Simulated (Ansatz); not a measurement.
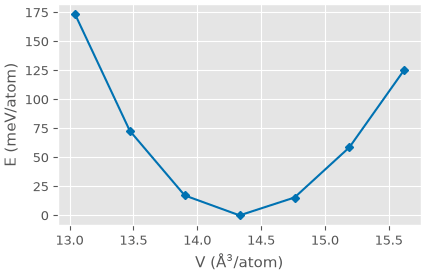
Figure. Re (hcp (Mg type), P6_3/mmc) under volume change, LDA (plane waves, PAW; program Ansatz), shape and atoms relaxed at each volume.

Task: What does a third-order Birch–Murnaghan fit give for V₀, B₀ and B′?

Result: V₀ = 14.33 Å³/atom, B₀ = 404 GPa, B′ = 4.4.

Symmetry was held in the LDA relaxation. No spin polarisation was allowed. Scalar-relativistic: spin–orbit coupling is off unless named, which matters more the heavier the elements.

Potentials: the later of the program's two PAW sets.
